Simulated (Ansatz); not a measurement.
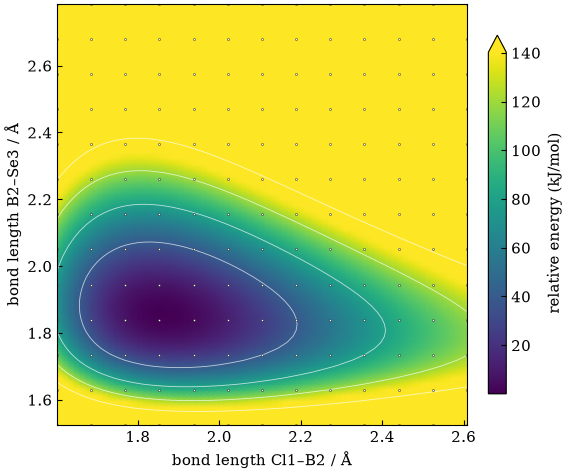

BClHSe, SMILES ClB[Se-], charge −1. First axis: bond length Cl1–B2. Second axis: bond length B2–Se3. Nothing is relaxed (all other coordinates rigid). The scan uses a 13 × 13 grid. All energies are given in kJ/mol relative to the relaxed molecule at the same level. The reference is spin-restricted, which grows unreliable where a bond is stretched far. The calculation used RKS wB97X-V/def2-SVPD in Ansatz.

The picture shows a smooth colour map with a few white contour lines, dots at the grid points, one colour for all values above the top of the scale. Between grid points the surface is interpolated.

**Estimate the position of the minimum and the force constants in these coordinates.**

The interpolated minimum is at bond length Cl1–B2 ≈ 1.863 Å, bond length B2–Se3 ≈ 1.858 Å. The curvatures there are about 14 eV/Å² and 25 eV/Å², with a cross term of about 2.7 eV/Å². Round the minimum the two coordinates are weakly coupled (coupling 0.15 in units of the two stiffnesses). (1 eV is 96.5 kJ/mol.)
